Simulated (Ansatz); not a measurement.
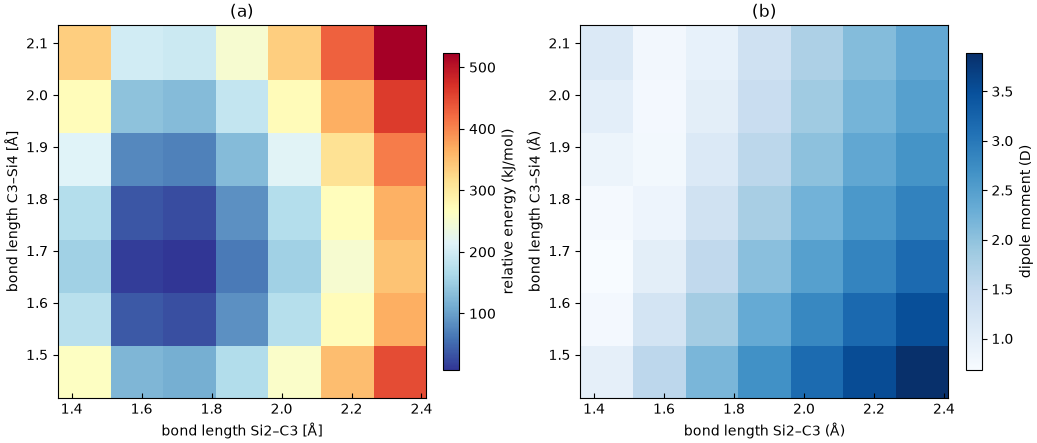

C₂H₆Si₂, SMILES C[SiH]=C=[SiH2]. First axis: bond length Si2–C3. Second axis: bond length C3–Si4. Nothing is relaxed (all other coordinates rigid). The grid has 7 × 7 points. Energies are in kJ/mol, from the relaxed molecule at the same level. Method: Ansatz 0.2.0, RKS r2SCAN0-D4/def2-TZVP.

Panel (a) is the energy and panel (b) the computed dipole moment on the same grid.

The picture shows one coloured cell a grid point.

### How does the dipole moment vary over the map, and what is it at the lowest grid point?

Leaving out the highest fifth of the energies, it runs from 0.68 D at bond length Si2–C3 = 1.436 Å, bond length C3–Si4 = 1.672 Å to 3.18 D at bond length Si2–C3 = 2.188 Å, bond length C3–Si4 = 1.569 Å. At the lowest grid point, bond length Si2–C3 = 1.737 Å, bond length C3–Si4 = 1.672 Å, it is 1.54 D.

| bond length C3–Si4 ↓, bond length Si2–C3 → | 1.436 | 1.587 | 1.737 | 1.887 | 2.038 | 2.188 | 2.338 |
| --- | --- | --- | --- | --- | --- | --- | --- |
| 2.083 | 1.13 | 0.77 | 0.93 | 1.33 | 1.74 | 2.08 | 2.36 |
| 1.980 | 1.00 | 0.75 | 1.01 | 1.44 | 1.86 | 2.21 | 2.48 |
| 1.878 | 0.86 | 0.76 | 1.13 | 1.59 | 2.02 | 2.37 | 2.66 |
| 1.775 | 0.74 | 0.85 | 1.31 | 1.79 | 2.23 | 2.59 | 2.88 |
| 1.672 | 0.68 | 1.01 | 1.54 | 2.04 | 2.49 | 2.86 | 3.16 |
| 1.569 | 0.75 | 1.26 | 1.83 | 2.34 | 2.80 | 3.18 | 3.50 |
| 1.467 | 0.97 | 1.58 | 2.16 | 2.69 | 3.15 | 3.55 | 3.89 |
